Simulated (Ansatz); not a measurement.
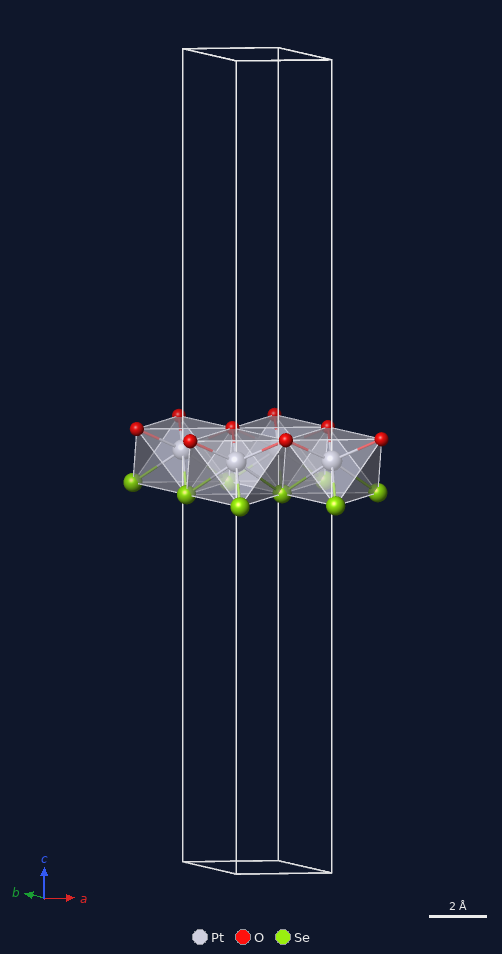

An orthographic polyhedral view of the structure, from the side at a slight tilt. Atoms at the boundary of the simulation cell (the box) are drawn once for each face, edge or corner they touch. A few atoms beyond the faces are included.

PtSeO, a = 3.41 Å, b = 3.41 Å, c = 29.30 Å, α = 90.00°, β = 90.00°, γ = 120.00°.

Theory: Ansatz 0.2.0, DFT, HSE06, plane waves, PAW. Numerical settings: 420 eV cutoff, 6×6×1 k-mesh, Fermi-Dirac smearing of 0.02 eV, no spin polarisation.

What is the electronic character?

A semiconductor at this level, with a gap of 1.82 eV, indirect; the smallest direct gap is 2.39 eV.

Origin of the cell: a structure type filled with these elements by a generator (whether the compound takes this form wasn't checked). Relaxation method: DFT, HSE06, plane waves, PAW in Ansatz.
